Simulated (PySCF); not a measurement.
Input

```
{"job": {"kind": "nmr", "xc": "PBE0", "basis": "pcSseg-1"}, "charge": 0, "multiplicity": 1}
C      1.781275     0.365322     0.549520
C      1.467902    -1.033525     0.028185
C      0.022912    -1.011402    -0.473887
C     -1.014262    -1.127141     0.654075
C     -2.150937    -0.154770     0.360056
C     -1.491524     1.157287    -0.047879
P     -0.214287     0.661742    -1.319967
C      1.346828     1.335657    -0.544154
H      1.217682     0.552482     1.465361
H      2.842153     0.478630     0.779628
H      1.602585    -1.793614     0.800123
H      2.140438    -1.265770    -0.800726
H     -0.137663    -1.807929    -1.207046
H     -1.381817    -2.150900     0.740946
H     -0.552861    -0.857099     1.605856
H     -2.751488    -0.533799    -0.470093
H     -2.805186    -0.025356     1.224319
H     -2.207394     1.855697    -0.484405
H     -1.013714     1.640006     0.807723
H      2.103260     1.379234    -1.332760
H      1.187177     2.352192    -0.180645
```

Launched as:

```sh
OMP_NUM_THREADS=1 python probes_run.py task.json out
```

Geometry: GFN2-xTB.

Method: PBE0/pcSseg-1, SCF density, gas phase, non-relativistic (PySCF).

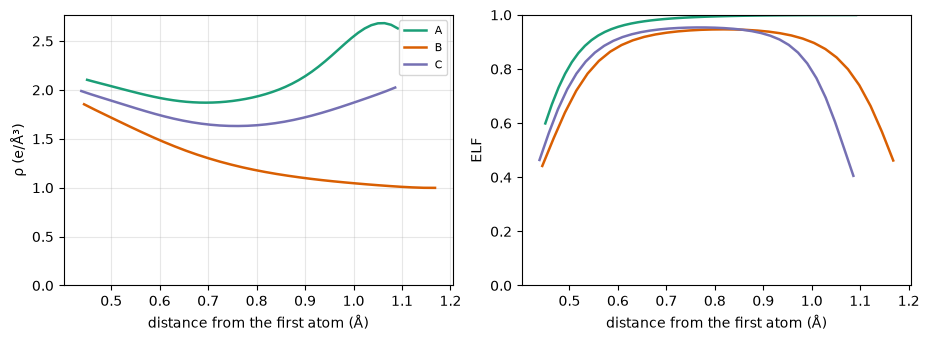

C7H13P (SMILES C1CC2CCCP2C1). Electron density and electron localisation function along straight lines between neighbouring atoms. The curves leave out the atomic cores.

Q: Which curve belongs to which contact (C–C, C–H and C–P)? The first atom named is at distance zero.

A: Curve A: C–H (1.09 Å): the density is about 2 e/Å³ at the midpoint; the ELF climbs to about 1 towards the hydrogen, as it does in any bond to H (an ordinary covalent bond to hydrogen). Curve B: C–P (1.87 Å): ρ is about 1.1 e/Å³ halfway; the ELF peaks at about 0.95 between the atoms: a shared electron pair. Curve C: C–C (1.52 Å): ρ at the midpoint is about 1.6 e/Å³; the ELF peaks at about 0.95 between the atoms; localised, covalent bonding.
